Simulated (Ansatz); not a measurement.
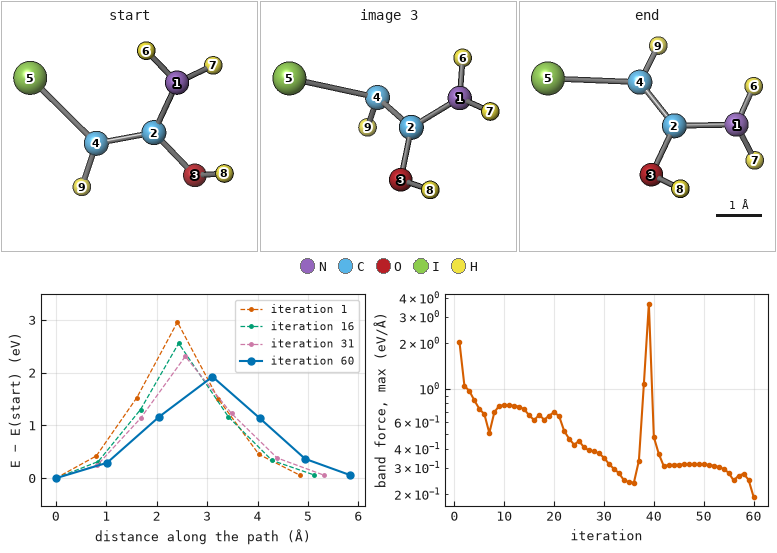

A search for the minimum-energy path of C$_{2}$H$_{4}$INO by the nudged elastic band. Images are numbered from 0 (start) to 6 (end). The plot follows the band through its iterations. A ball-and-stick model, seen at a tilt.

The calculation used RKS r2SCAN-D4/def2-SVP (Ansatz). Settings: 5 movable images; climbing image; force threshold 0.05 eV/Å; iteration limit 60; optimiser FIRE; largest step 0.5 Å; starting path by image-dependent pair potential.

Judge this run.

The result isn't final. The band hadn't converged when the run stopped after 60 iterations. The largest component of the band force went from 2 to 0.19 eV/Å. The barrier read from it is provisional: over the last two iterations the highest image moved from 1.99 eV to 1.93 eV. The step length is far from the usual. The first iteration put the highest image at 2.96 eV. The energy climbs by 1.93 eV to image 3 and then falls by 1.87 eV, so the end point sits at +0.06 eV.
